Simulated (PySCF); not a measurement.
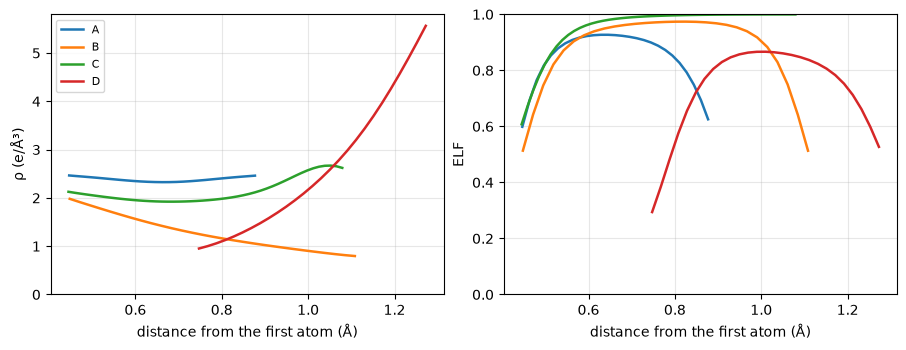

The picture shows: C$_{3}$H$_{10}$OSi$_{2}$. Total electron density and electron localisation function along straight lines between neighbouring atoms. The curves leave out the atomic cores.

Geometry: GFN2-xTB.

Theory: PySCF, CAM-B3LYP/def2-SVPD, SCF density, gas phase.

Input file:

```
{"job": {"kind": "uv", "xc": "CAM-B3LYP", "basis": "def2-SVPD", "nstates": 8, "ntriplets": 3}, "charge": 0, "multiplicity": 1}
C      1.893257     1.269478    -0.387074
C      1.798902    -0.002437    -0.033239
Si     0.207943    -1.015429    -0.061794
C     -0.258890    -1.545329     1.700960
O     -1.010463    -0.131000    -0.673696
Si    -1.923282     1.113449    -1.151903
H      2.821599     1.820717    -0.356028
H      1.028795     1.818067    -0.727820
H      2.696006    -0.510090     0.301555
H      0.319754    -2.154626    -0.979756
H     -0.370888    -0.686655     2.357970
H     -1.197872    -2.090750     1.709029
H      0.501376    -2.191247     2.128949
H     -3.262930     0.557070    -1.325861
H     -1.361295     1.619319    -2.405107
H     -1.889610     2.138404    -0.107596
```

Command:

```sh
OMP_NUM_THREADS=1 python probes_run.py task.json out
```

Which curve belongs to which contact (C–C, C–H, C–Si and Si–O)? The first atom named is at distance zero.

Curve A: C–C (1.32 Å): ρ at the midpoint is about 2.3 e/Å³; the ELF peaks at about 0.95 between the atoms; a short, multiple covalent bond. Curve B: C–Si (1.89 Å): ρ at the midpoint is about 0.97 e/Å³; the ELF peaks at about 1 between the atoms: a shared electron pair. Curve C: C–H (1.08 Å): ρ is about 2 e/Å³ halfway; the ELF climbs to about 1 towards the hydrogen, as it does in any bond to H: an ordinary covalent bond to hydrogen. Curve D: Si–O (1.62 Å): ρ at the midpoint is about 1.1 e/Å³; the ELF peaks at about 0.85 between the atoms: a polar covalent bond.
